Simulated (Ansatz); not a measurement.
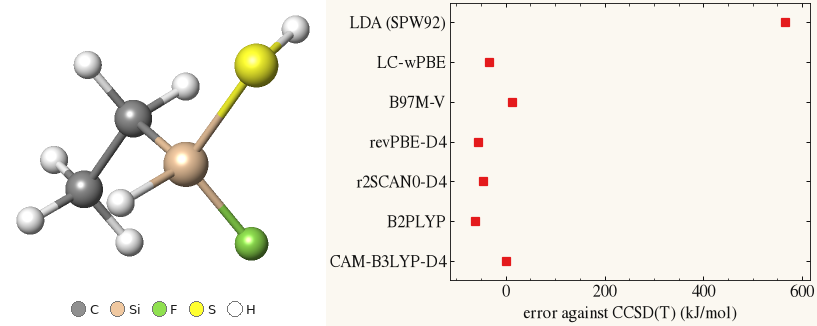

Error in the electronic atomisation energy (method less reference, so positive means overbinding) of C₂H₇FSSi, SMILES CC[Si@@H](F)S: functionals in def2-TZVPP against frozen-core CCSD(T) at the limit (MP2 extrapolated from triple and quadruple zeta, plus CCSD(T) less MP2 in a smaller set), which gives 4464.1 kJ/mol, at a PBE0-D4/def2-TZVP geometry (a minimum by its frequencies), no zero-point or spin-orbit term, the Ansatz code 0.2.0. The reference leaves out core correlation, a term that grows with the number of heavy atoms. B2PLYP holds a correlation term that converges slowly with the basis, so part of the distance to the limit is basis error. No dispersion term is added to LC-wPBE and B2PLYP.

**Which of these levels overbind, and which underbind?**

Overbind: LDA (SPW92). Underbind: LC-wPBE, revPBE-D4, r2SCAN0-D4 and B2PLYP. Within 25 kJ/mol of zero, too close to call in view of what the reference leaves out: B97M-V and CAM-B3LYP-D4.

**Give the values.**

| level | kJ/mol |
| --- | --- |
| LDA (SPW92) | 566.1 |
| LC-wPBE | −35.0 |
| B97M-V | 12.5 |
| revPBE-D4 | −55.6 |
| r2SCAN0-D4 | −46.6 |
| B2PLYP | −62.3 |
| CAM-B3LYP-D4 | 1.3 |

Caveats, for all or some of the runs: one conformer of a flexible molecule.
